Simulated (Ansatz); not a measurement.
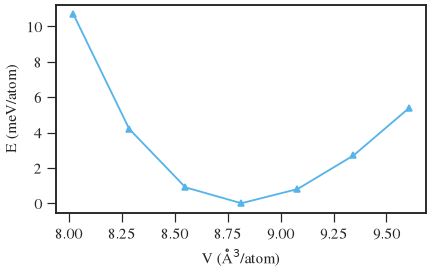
Fig. 1. C (graphite, P6_3/mmc) under volume change, plane-wave PAW r²SCAN+D4 (Ansatz code), shape and atoms relaxed at each volume.

What does a third-order Birch–Murnaghan fit give for V₀, B₀ and B′?

V₀ = 8.81 Å³/atom, B₀ = 34.0 GPa, B′ = 10.9.

Symmetry was held in the r²SCAN+D4 relaxation; of distortions, only those at the zone centre were tested.

Potentials: the earlier of the program's two PAW sets.
